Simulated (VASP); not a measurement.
Band structure of CdO (rock salt). Method: PBE GGA, VASP's PBE PAW potentials (set 64) (plane waves; VASP 6.6.1).

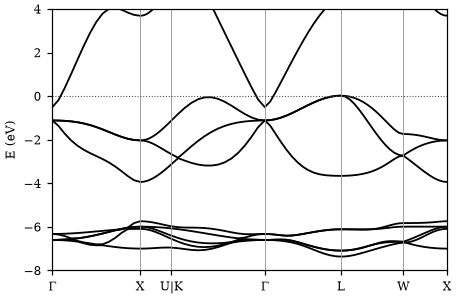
Bands along high-symmetry lines, zero at the valence-band maximum or, without a gap, the Fermi level

**Question.** Read the plot: is there a gap, and where are the band edges?

**Answer.** It has no gap at this level: it comes out as a metal or semimetal. (Edges off the drawn lines would not show.)

The compound is CdO in the rock salt structure. It was relaxed first, which changed the volume by +5 %.
